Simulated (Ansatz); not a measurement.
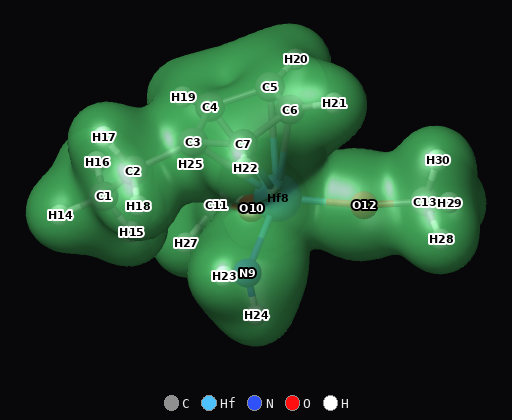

*C9H17HfNO2 (SMILES CC[C]12[CH]3[CH]4[CH]5[CH]1[Hf]4532([NH2])([O]C)[O]C). Isosurface of the electron density at 0.1 e/Å³ (green), seen from one side.*

Geometry: PBE0-D4/def2-TZVP; core potentials replace the inner electrons of Hf.

All numbers below come from Ansatz, RKS PBE0-D4/def2-TZVPP.

```xyz
30

C    -1.8304   -2.3481    0.8240
C    -2.4945   -0.9876    0.6795
C    -1.7527   -0.0253   -0.1953
C    -1.0776   -0.3201   -1.3998
C    -0.5628    0.8842   -1.9356
C    -0.9260    1.9350   -1.0673
C    -1.6454    1.3734    0.0066
Hf    0.7393    0.4878    0.1553
N     0.3152    0.3551    2.1655
O     1.7113   -1.1384   -0.2452
C     1.9874   -2.4366   -0.6260
O     2.0715    1.8777   -0.0351
C     2.7438    3.0656   -0.2411
H    -2.4308   -3.0073    1.4547
H    -0.8423   -2.2457    1.2791
H    -1.7103   -2.8403   -0.1440
H    -3.5055   -1.1158    0.2740
H    -2.6255   -0.5366    1.6675
H    -0.9567   -1.3012   -1.8357
H     0.0136    0.9792   -2.8451
H    -0.6664    2.9770   -1.1858
H    -2.0470    1.9154    0.8513
H    -0.5588    0.4871    2.6483
H     1.0357    0.1759    2.8521
H     1.2758   -2.7941   -1.3830
H     2.9953   -2.5115   -1.0520
H     1.9320   -3.1186    0.2319
H     2.8843    3.6065    0.7031
H     3.7342    2.8829   -0.6758
H     2.1933    3.7246   -0.9264
```

> How is the density connected at this value?

At this value the surface is in one piece. It bridges the sampled C–O (1.38 Å), C–C (1.41 Å), Hf–O (1.93 Å) and Hf–N (2.06 Å) contacts, where the density stays above the isovalue. On the grid the lowest density along these lines, outside the cores, is 1.8 e/Å³ (C–O, 1.38 Å), 2 e/Å³ (C–C, 1.41 Å), 0.83 e/Å³ (Hf–O, 1.93 Å) and 0.76 e/Å³ (Hf–N, 2.06 Å).
